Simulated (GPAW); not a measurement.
Band structure of BaRh₂ (Fd-3m, 6 atoms in the cell).

```
CELL_PARAMETERS angstrom
      0.00000     3.95741     3.95741
      3.95741     0.00000     3.95741
      3.95741     3.95741     0.00000
ATOMIC_POSITIONS crystal
  Ba 0.50000 0.50000 0.50000
  Ba 0.75000 0.75000 0.75000
  Rh 0.12500 0.12500 0.62500
  Rh 0.12500 0.62500 0.12500
  Rh 0.12500 0.12500 0.12500
  Rh 0.62500 0.12500 0.12500
```
Moments meant for the start (each program seeds them in its own way; μB, in the order of the atoms Ba Ba Rh Rh Rh Rh): 0.0 0.0 1.0 1.0 1.0 1.0.

Level of theory: PBEsol, GPAW PAW datasets PBEsol (made by gpaw-setup) (plane waves; GPAW 25.7.0).

Settings: spinpol = true; mode = pw; ecut = 600 eV; xc = PBEsol; kpts = 5 5 5; mesh shift (steps) = 0 0 0; occupations.name = fermi-dirac; occupations.width = 0.136 eV; nbands = -14; symmetry.symmorphic = false; symmetry.tolerance = 0.0005; maxiter = 120; bandpath_npoints = 40.

The starting cell comes from a database of computed structures (which also holds hypothetical and non-ambient phases and stackings), without a prior relaxation at this level. The starting moments vanished: the run ended non-magnetic.

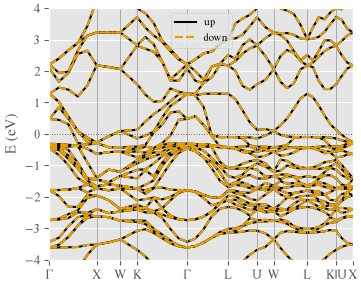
*Bands along the path, energies from the Fermi level.*

Levels in eV from the Fermi level, bands 38 to 45 of the first spin channel:
```json
[
 {"point": "Γ", "38": "-0.32", "39": "0.47", "40": "0.47", "41": "1.28", "42": "1.28", "43": "1.28", "44": "2.08", "45": "2.21"},
 {"point": "X", "38": "-0.64", "39": "-0.29", "40": "-0.29", "41": "-0.27", "42": "-0.27", "43": "2.18", "44": "2.18", "45": "3.23"},
 {"point": "W", "38": "-0.57", "39": "-0.42", "40": "-0.42", "41": "0.09", "42": "0.09", "43": "2.06", "44": "2.06", "45": "3.22"},
 {"point": "K", "38": "-0.57", "39": "-0.50", "40": "-0.41", "41": "-0.15", "42": "0.13", "43": "1.58", "44": "2.80", "45": "2.82"},
 {"point": "L", "38": "-0.42", "39": "-0.42", "40": "-0.10", "41": "-0.10", "42": "1.28", "43": "2.18", "44": "2.18", "45": "2.51"},
 {"point": "U", "38": "-0.57", "39": "-0.50", "40": "-0.41", "41": "-0.15", "42": "0.13", "43": "1.58", "44": "2.80", "45": "2.82"}
]
```

Bands cross the Fermi level along this path, so the cell is metallic at this level.

The net moment of the cell came out as 0.00 μB.
